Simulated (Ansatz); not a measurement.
# Geometry relaxation, with input and output: ZnNH$_{3}$ClF

- system: ZnNH$_{3}$ClF
- method: RKS PBE0/def2-mTZVP (Ansatz 0.2.0)

The input holds or restrains some coordinates. It belongs to a series of runs on one base structure; here: pulled along the bonds that form and break, towards end B.

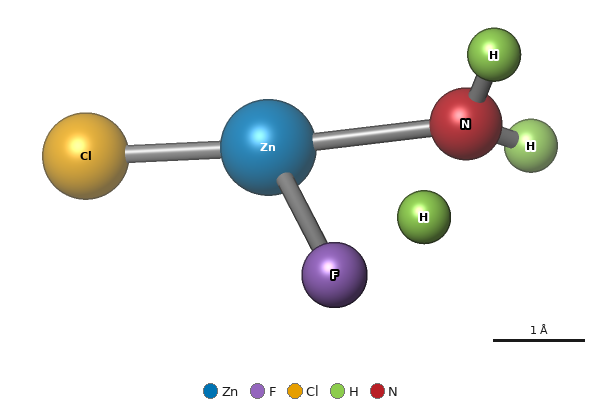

Fig. 1: The structure as given in the input (ball-and-stick view, seen at a tilt). Sticks mark near contacts.

Results in brief:

```json
{"quantity": "outcome", "value": "converged under the restraints of the input"}
{"quantity": "total energy", "value": "−65186.7789 eV"}
{"quantity": "mean-field energy", "value": "−65186.7789 eV"}
{"quantity": "largest force (length of the vector) at the end, held atoms and coordinates included", "value": "1.399 eV/Å"}
{"quantity": "hardware", "value": "2 threads of Intel Xeon (Granite Rapids), 16 GiB of memory available, shared host"}
{"quantity": "wall time", "value": "19 s (CPU time 36 s)"}
{"quantity": "peak memory", "value": "0.24 GiB"}
```

Input:
```yaml
crystal:
  periodic: [false, false, false]
  atoms:
    - { symbol: Zn, position_ang: [-1.1936, -0.0998, -0.3631] }
    - { symbol: F, position_ang: [0.3961, -1.5085, -0.4819] }
    - { symbol: Cl, position_ang: [-3.0729, -0.6886, -1.066] }
    - { symbol: H, position_ang: [0.9475, -0.561, 0.0217] }
    - { symbol: "N", position_ang: [0.7502, 0.6875, 0.4587] }
    - { symbol: H, position_ang: [0.8808, 0.7836, 1.4537] }
    - { symbol: H, position_ang: [1.292, 1.3869, -0.0232] }
basis:
  gaussian: { orbitals: def2-mTZVP }
hamiltonian:
  xc: pbe0
relax:
  f_tol: 0.15
  max_steps: 25
  restrain:
    - { distance: [0, 4], at: 1.93, k: 30.0 }
    - { distance: [3, 1], at: 0.88, k: 30.0 }
    - { distance: [0, 1], at: 3.09, k: 30.0 }
    - { distance: [3, 4], at: 2.32, k: 30.0 }
output:
  orbitals: {}
```

Command:
```bash
ansatz run input.yaml --threads 2 --pin off --max-ram 3072MiB --backend cpu --events-out ev --progress --plain --runs-dir out
```

Output:
```
The last accepted step is kept in [file] (removed where the run ends without a failure and the disk answers)
Engine: ansatz 0.2.0, x86_64-unknown-linux-gnu
Functional definition: PBE0
  parameter a = 0.25
  parameter kappa = 0.804
  parameter beta = 0.06672455060314922
  exchange = (1 - a)*pbe_x(kappa = kappa, mu = beta*pi^2/3) + a*exact_x
  correlation = pbe_c(beta = beta)
1018 factors; integrals over basis functions are off by at most 7.0e-4 eV
mean field evaluation 1: about -65178.1135 eV, gradient 7.1e1 eV
mean field evaluation 2: about -65160.8846 eV, gradient 1.2e2 eV
mean field evaluation 4: about -65186.5446 eV, gradient 7.8e0 eV
mean field evaluation 8: about -65186.6925 eV, gradient 6.0e-1 eV
mean field evaluation 16: about -65186.6933 eV, gradient 2.1e-5 eV
mean field -65186.69329827 eV, -2395.5667935838 hartree, gradient 1.9e-5 eV, S^2 0.000000; 0 other end points of the search recorded, 0 dependent functions left out
the calculation of the forces begins
reference -65186.69332640 eV, -2395.5667946175 hartree; 33, 33 occupied and 69, 69 virtual orbitals, 1018 factors
relax step   1: F+E_penalty+E_count = -65186.69329827 eV  Δ(F+E_penalty+E_count) = +0.000e0 eV  max|allowed force component| = 2.611e0 eV/Å  E_restraint = 31.54009231 eV  max|allowed force component, restraints' pulls added| = 3.389e1 eV/Å  Δτ_max = 0.0000 Å  (28 SCF iters, accepted)
  distance Zn 0 - N 4 = 2.2525 Å
  distance H 3 - F 1 = 1.2064 Å
  distance Zn 0 - F 1 = 2.1274 Å
  distance H 3 - N 4 = 1.3374 Å
these checks for a lower state are left out or cut short: starts, cluster_reference, orbital_swaps, neighbouring_geometries, increment
1018 factors; integrals over basis functions are off by at most 6.3e-4 eV
mean field -65186.36483173 eV, -2395.5547226609 hartree, gradient 2.1e-5 eV, S^2 0.000000; 0 other end points of the search recorded, 0 dependent functions left out
[... from here on the field's lines of each further geometry are left out, up to the last ...]
relax step   2: F+E_penalty+E_count = -65186.36483173 eV  Δ(F+E_penalty+E_count) = +3.285e-1 eV  max|allowed force component| = 2.423e0 eV/Å  E_restraint = 13.84687088 eV  max|allowed force component, restraints' pulls added| = 2.397e1 eV/Å  Δτ_max = 0.1949 Å  (31 SCF iters, accepted)
relax step   3: F+E_penalty+E_count = -65186.29877271 eV  Δ(F+E_penalty+E_count) = +6.606e-2 eV  max|allowed force component| = 1.991e0 eV/Å  E_restraint = 3.96005550 eV  max|allowed force component, restraints' pulls added| = 9.333e0 eV/Å  Δτ_max = 0.1947 Å  (33 SCF iters, accepted)
relax step   4: F+E_penalty+E_count = -65186.34871823 eV  Δ(F+E_penalty+E_count) = -4.995e-2 eV  max|allowed force component| = 2.985e0 eV/Å  E_restraint = 0.07401427 eV  max|allowed force component, restraints' pulls added| = 3.912e0 eV/Å  Δτ_max = 0.1966 Å  (31 SCF iters, accepted)
relax step   5: F+E_penalty+E_count = -65186.56405470 eV  Δ(F+E_penalty+E_count) = -2.153e-1 eV  max|allowed force component| = 1.293e0 eV/Å  E_restraint = 0.06394609 eV  max|allowed force component, restraints' pulls added| = 1.961e0 eV/Å  Δτ_max = 0.1969 Å  (31 SCF iters, accepted)
relax step   6: F+E_penalty+E_count = -65186.67488215 eV  Δ(F+E_penalty+E_count) = -1.108e-1 eV  max|allowed force component| = 1.142e0 eV/Å  E_restraint = 0.08899943 eV  max|allowed force component, restraints' pulls added| = 2.095e0 eV/Å  Δτ_max = 0.1983 Å  (31 SCF iters, accepted)
relax step   7: F+E_penalty+E_count = -65186.73844915 eV  Δ(F+E_penalty+E_count) = -6.357e-2 eV  max|allowed force component| = 1.561e0 eV/Å  E_restraint = 0.02592543 eV  max|allowed force component, restraints' pulls added| = 9.146e-1 eV/Å  Δτ_max = 0.1348 Å  (32 SCF iters, accepted)
relax step   8: F+E_penalty+E_count = -65186.77721519 eV  Δ(F+E_penalty+E_count) = -3.877e-2 eV  max|allowed force component| = 1.231e0 eV/Å  E_restraint = 0.03901398 eV  max|allowed force component, restraints' pulls added| = 8.664e-2 eV/Å  Δτ_max = 0.0764 Å  (32 SCF iters, accepted)
relax step   9: F+E_penalty+E_count = -65186.71549059 eV  Δ(F+E_penalty+E_count) = +6.172e-2 eV  max|allowed force component| = 1.686e0 eV/Å  E_restraint = 0.15172202 eV  max|allowed force component, restraints' pulls added| = 4.059e0 eV/Å  Δτ_max = 0.1931 Å  (31 SCF iters, rejected (line search))
relax step  10: F+E_penalty+E_count = -65186.78357507 eV  Δ(F+E_penalty+E_count) = -6.360e-3 eV  max|allowed force component| = 9.173e-1 eV/Å  E_restraint = 0.05606920 eV  max|allowed force component, restraints' pulls added| = 1.088e0 eV/Å  Δτ_max = 0.0940 Å  (31 SCF iters, rejected (line search))
relax step  11: F+E_penalty+E_count = -65186.78328387 eV  Δ(F+E_penalty+E_count) = -6.069e-3 eV  max|allowed force component| = 1.032e0 eV/Å  E_restraint = 0.04244328 eV  max|allowed force component, restraints' pulls added| = 3.000e-1 eV/Å  Δτ_max = 0.0458 Å  (32 SCF iters, accepted)
the calculation of the forces begins
reference -65186.77887027 eV, -2395.5699382968 hartree; 33, 33 occupied and 69, 69 virtual orbitals, 1018 factors
relax step  12: F+E_penalty+E_count = -65186.77884248 eV  Δ(F+E_penalty+E_count) = +4.441e-3 eV  max|allowed force component| = 1.227e0 eV/Å  E_restraint = 0.03711844 eV  max|allowed force component, restraints' pulls added| = 1.995e-2 eV/Å  Δτ_max = 0.0117 Å  (33 SCF iters, accepted)
  distance Zn 0 - N 4 = 1.8986 Å
  distance H 3 - F 1 = 0.9161 Å
  distance Zn 0 - F 1 = 3.0879 Å
  distance H 3 - N 4 = 2.3066 Å
1018 factors; integrals over basis functions are off by at most 6.3e-4 eV
mean field evaluation 96: about -65186.6921 eV, gradient 4.3e-1 eV
```

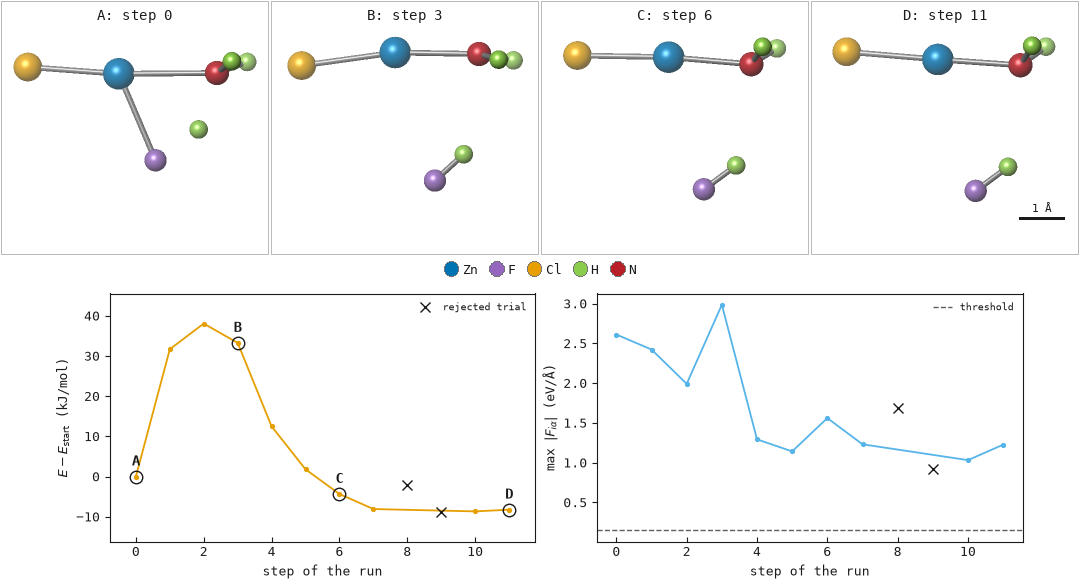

Fig. 2: Frames of the restrained relaxation (ball-and-stick view, seen at a tilt) above the curves, on which the letters mark them (the first geometry is step 0 here and step 1 in the log).

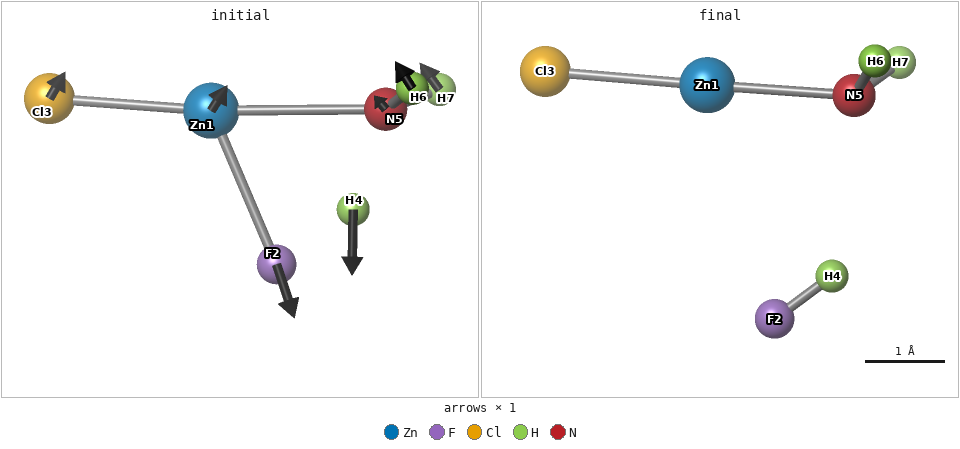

Fig. 3: Before (left) and after (right) the restrained relaxation, at one scale (ball-and-stick view, seen at a tilt). The black arrows give the displacements, at true length. The atom that moves furthest after the best rigid fit is H4 (0.84 Å). By element the largest moves are H 0.84 Å, F 0.73 Å, Cl 0.40 Å, Zn 0.39 Å, N 0.23 Å. Distances before and after: Zn1–F2 2.127 → 3.088 Å, Zn1–N5 2.252 → 1.899 Å, F2–H4 1.206 → 0.916 Å, Zn1–Cl3 2.091 → 2.100 Å. New bonds form: F2–H4 (1.21 → 0.92 Å). Among the angles that change: Zn1–N5–H7 122.2° → 113.0°, Zn1–N5–H6 120.3° → 113.0°, Cl3–Zn1–N5 175.3° → 179.2°. The energy falls by 8.25 kJ/mol in 11 geometry steps. Largest force component: 2.6 eV/Å at the start, 1.2 eV/Å at the end. The line search rejected the trial steps at points 8, 9 (counted from 0) and went back. (Atoms are counted from 1 in the order of the input.)

```
mean field -65186.77884248 eV, -2395.5699372756 hartree, gradient 1.2e-5 eV, S^2 0.000000; 1 other end points of the search recorded, 0 dependent functions left out
the calculation of the forces begins
reference -65186.77887027 eV, -2395.5699382968 hartree; 33, 33 occupied and 69, 69 virtual orbitals, 1018 factors
Total energy: -65186.77887027 eV, -2395.5699382968 hartree
Atom 0 at    -1.154998     0.256728    -0.202271 Å, force     0.889925     0.219770     0.319122 eV/Å
Atom 1 at     0.888439    -2.030195    -0.562128 Å, force    -0.525110    -0.827042    -0.459833 eV/Å
Atom 2 at    -3.049896    -0.297110    -0.918468 Å, force    -0.004225    -0.002207    -0.001522 eV/Å
Atom 3 at     1.297882    -1.308581    -0.173650 Å, force     0.354505     1.226552     0.571627 eV/Å
Atom 4 at     0.548840     0.781854     0.450342 Å, force    -0.713247    -0.621225    -0.428411 eV/Å
Atom 5 at     0.542633     1.007737     1.439861 Å, force    -0.001822     0.001509    -0.000715 eV/Å
Atom 6 at     0.927199     1.589667    -0.033785 Å, force    -0.000027     0.002643    -0.000267 eV/Å
Dipole moment:     0.365449     0.690863     0.367521 e Å
```

Trajectory as extended XYZ (Å, eV, eV/Å), 12 frames, from step=1 to step=12:
```
7
Properties=species:S:1:pos:R:3:forces:R:3 step=1 energy=-65186.69330
Zn   -1.1936   -0.0998   -0.3631    2.6108  -0.0747   0.6668
F     0.3961   -1.5085   -0.4819   -0.3129   0.4938   0.0945
Cl   -3.0729   -0.6886   -1.0660   -0.3777   0.1511  -0.0440
H     0.9475   -0.5610    0.0217   -0.5187   1.3206   0.3813
N     0.7502    0.6875    0.4587   -1.3300  -2.2342  -1.1807
H     0.8808    0.7836    1.4537   -0.0750   0.1104   0.2031
H     1.2920    1.3869   -0.0232    0.0034   0.2330  -0.1209
7
Properties=species:S:1:pos:R:3:forces:R:3 step=2 energy=-65186.36483
Zn   -1.2400    0.0618   -0.3132    2.4226   0.3686   0.7932
F     0.5534   -1.6236   -0.4846    0.4063   1.6801   0.7320
Cl   -3.0746   -0.6822   -1.0640    0.1547   0.2356   0.1235
H     0.9597   -0.7391   -0.0446   -0.9721  -0.6483  -0.4832
N     0.6332    0.7955    0.4704   -1.0644  -1.9119  -0.9867
H     0.8784    0.7916    1.4579   -0.4421   0.1708  -0.1608
H     1.2901    1.3960   -0.0219   -0.5050   0.1051  -0.0180
7
Properties=species:S:1:pos:R:3:forces:R:3 step=3 energy=-65186.29877
Zn   -1.2739    0.2090   -0.2651    1.9912   0.3774   0.6866
F     0.6734   -1.7033   -0.4840   -0.5124  -1.0828  -0.5460
Cl   -3.0651   -0.6774   -1.0599    0.5755   0.4518   0.3131
H     0.9965   -0.9205   -0.1051    0.2854   1.4370   0.6219
N     0.5229    0.9041    0.4843   -0.3836  -1.0475  -0.4602
H     0.8681    0.7928    1.4526   -0.8556   0.0982  -0.6981
H     1.2781    1.3953   -0.0229   -1.1006  -0.2341   0.0828
7
Properties=species:S:1:pos:R:3:forces:R:3 step=4 energy=-65186.34872
Zn   -1.2776    0.3690   -0.2028    1.0947  -0.1598   0.2393
F     0.7825   -1.8322   -0.5060   -1.1213  -2.7688  -1.3393
Cl   -3.0105   -0.6265   -1.0269    0.6291   0.5893   0.3806
H     1.0951   -1.0863   -0.1428    0.9743   2.9850   1.3829
N     0.4054    0.9970    0.4912    0.4171  -0.5999  -0.0928
H     0.8015    0.7929    1.4222   -0.9110   0.0885  -0.5396
H     1.2037    1.3863   -0.0350   -1.0828  -0.1343  -0.0311
7
Properties=species:S:1:pos:R:3:forces:R:3 step=5 energy=-65186.56406
Zn   -1.1884    0.3102   -0.2005    0.8897   0.3291   0.3754
F     0.8095   -2.0164   -0.5699   -0.1784  -0.2687  -0.1499
Cl   -2.9367   -0.5723   -0.9887    0.1671   0.2062   0.1155
H     0.9849   -1.1783   -0.2106    0.2292   0.6856   0.3273
N     0.4450    0.9582    0.4878    0.9087  -0.1111   0.2357
H     0.7387    0.9464    1.4919   -0.7734  -0.0800  -1.2933
H     1.1471    1.5524   -0.0100   -1.2429  -0.7612   0.3892
7
Properties=species:S:1:pos:R:3:forces:R:3 step=6 energy=-65186.67488
Zn   -1.2010    0.3237   -0.1960    1.0838   0.2095   0.3702
F     0.7721   -2.0163   -0.5834    0.2316   0.5584   0.2737
Cl   -2.9712   -0.5016   -0.9713    0.0003   0.1284   0.0453
H     1.1674   -1.2524   -0.1874   -0.3632  -0.1159  -0.1362
N     0.4942    0.8568    0.4607    0.5708   0.3569   0.3170
H     0.6690    0.9957    1.4805   -0.5603  -0.2791  -1.1418
H     1.0696    1.5941   -0.0032   -0.9631  -0.8583   0.2720
7
Properties=species:S:1:pos:R:3:forces:R:3 step=7 energy=-65186.73845
Zn   -1.1627    0.3054   -0.1874    1.1116   0.1389   0.3649
F     0.8418   -2.0136   -0.5573   -0.7034  -1.1757  -0.6121
Cl   -2.9965   -0.3748   -0.9333   -0.1217   0.0291  -0.0246
H     1.2510   -1.2857   -0.1966    0.5585   1.5607   0.7424
N     0.5533    0.8095    0.4673   -1.2880  -1.4995  -0.9157
H     0.5557    0.9919    1.4512    0.1443   0.3445   0.4992
H     0.9576    1.5674   -0.0440    0.2988   0.6020  -0.0541
7
Properties=species:S:1:pos:R:3:forces:R:3 step=8 energy=-65186.77722
Zn   -1.1521    0.2523   -0.2001    0.8901   0.2852   0.3088
F     0.8944   -2.0266   -0.5926   -0.4978  -0.8040  -0.4944
Cl   -3.0405   -0.3136   -0.9210   -0.0115  -0.0099   0.0005
H     1.2571   -1.3152   -0.1434    0.3623   1.2311   0.5943
N     0.5445    0.7969    0.4500   -0.6830  -0.7043  -0.4208
H     0.5598    1.0088    1.4414   -0.0324   0.0241   0.0182
H     0.9371    1.5976   -0.0343   -0.0277  -0.0221  -0.0066
7
Properties=species:S:1:pos:R:3:forces:R:3 step=9 energy=-65186.71549 accepted=F
Zn   -1.1676    0.2579   -0.1915    0.9360   0.2074   0.3740
F     0.8456   -2.0671   -0.4719    0.9828   1.6862   0.2172
Cl   -3.0465   -0.3067   -0.9395   -0.0095   0.0060  -0.0013
H     1.3423   -1.2451   -0.3019   -1.2101  -1.3213  -0.0051
N     0.5319    0.7818    0.4724   -0.5817  -0.5077  -0.5500
H     0.5366    1.0216    1.4605    0.0038  -0.0606  -0.1116
H     0.9578    1.5576   -0.0283   -0.1212  -0.0099   0.0768
7
Properties=species:S:1:pos:R:3:forces:R:3 step=10 energy=-65186.78358 accepted=F
Zn   -1.1612    0.2599   -0.1957    0.9173   0.2242   0.3422
F     0.8685   -2.0425   -0.5373   -0.1217  -0.1185  -0.1098
Cl   -3.0433   -0.3122   -0.9289   -0.0140   0.0033  -0.0014
H     1.3038   -1.2837   -0.2187   -0.0637   0.5124   0.2622
N     0.5391    0.7867    0.4623   -0.6402  -0.5850  -0.4635
H     0.5444    1.0187    1.4515   -0.0092  -0.0191  -0.0750
H     0.9487    1.5732   -0.0334   -0.0685  -0.0173   0.0453
7
Properties=species:S:1:pos:R:3:forces:R:3 step=11 energy=-65186.78328
Zn   -1.1547    0.2576   -0.2004    0.8954   0.2308   0.3216
F     0.8827   -2.0340   -0.5635   -0.4105  -0.6221  -0.3478
Cl   -3.0440   -0.3065   -0.9221   -0.0091  -0.0009  -0.0009
H     1.2876   -1.3042   -0.1758    0.2465   1.0322   0.4658
N     0.5471    0.7877    0.4520   -0.6992  -0.6430  -0.4396
H     0.5494    1.0074    1.4428   -0.0080   0.0089  -0.0134
H     0.9319    1.5921   -0.0331   -0.0151  -0.0058   0.0144
7
Properties=species:S:1:pos:R:3:forces:R:3 step=12 energy=-65186.77884
Zn   -1.1550    0.2567   -0.2023    0.8899   0.2198   0.3191
F     0.8884   -2.0302   -0.5621   -0.5251  -0.8270  -0.4598
Cl   -3.0499   -0.2971   -0.9185   -0.0042  -0.0022  -0.0015
H     1.2979   -1.3086   -0.1736    0.3545   1.2266   0.5716
N     0.5488    0.7819    0.4503   -0.7132  -0.6212  -0.4284
H     0.5426    1.0077    1.4399   -0.0018   0.0015  -0.0007
H     0.9272    1.5897   -0.0338    0.0000   0.0026  -0.0003
```

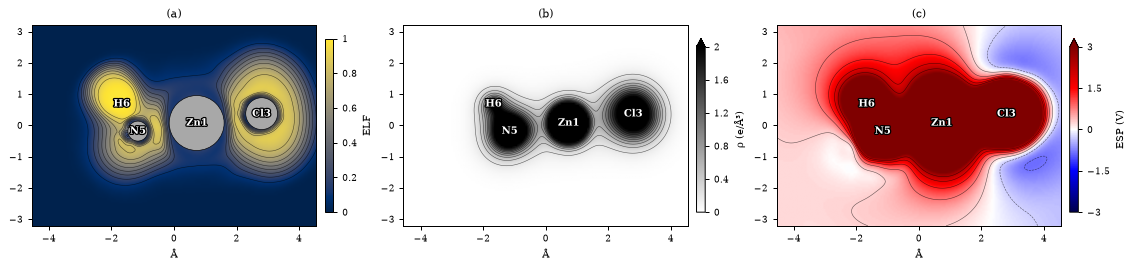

Fig. 4: (a) electron localisation function; (b) total electron density; (c) electrostatic potential on the plane of atoms Zn1, N5 and H6. Grey discs, where drawn, cover atomic cores. The section cuts through Zn, Cl, N and H sites. Zn–N (1.90 Å): ρ at the midpoint is about 0.76 e/Å³; the ELF peaks at about 0.90 in the valence shell of N, 0.6 Å from its nucleus, and is about 0.30 at the midpoint. Zn–Cl (2.10 Å): ρ is about 0.73 e/Å³ halfway; the ELF peaks at about 0.85 in the valence shell of Cl, 0.8 Å from its nucleus, and is about 0.50 at the midpoint.

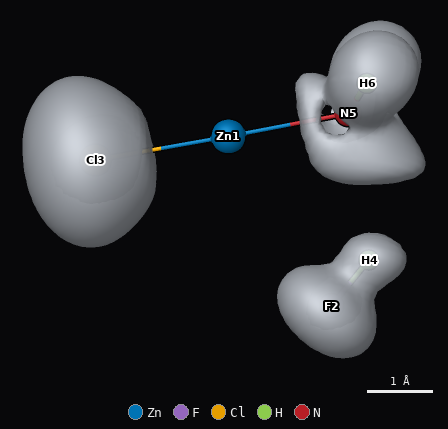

Fig. 5: Isosurface of the ELF at 0.75 (grey), seen face on. Only the valence region is drawn (cores and ρ < 0.01 e/Å³ removed). Profiles from the grid: Zn1···F2 (3.09 Å): the ELF is only about 0 between them. Zn–N (1.90 Å): the ELF peaks at about 0.90 in the valence shell of N, 0.6 Å from its nucleus, and is about 0.30 at the midpoint.

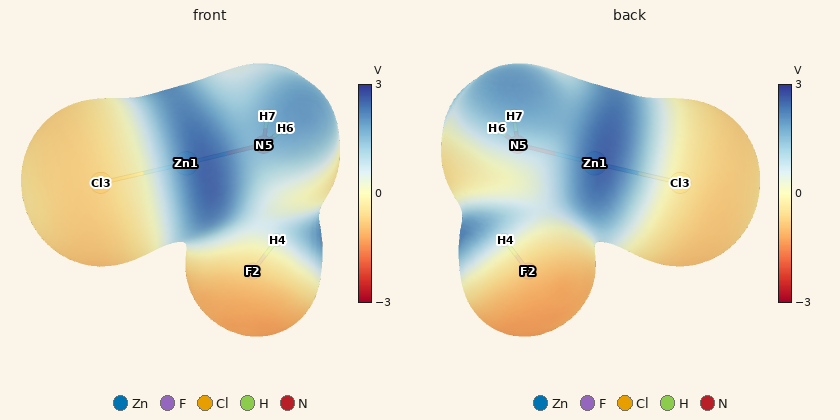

Fig. 6: The electrostatic potential painted on the density surface at 0.002 e/bohr³, seen at a tilt and from behind; the colour scale runs from red (negative) to blue (positive).
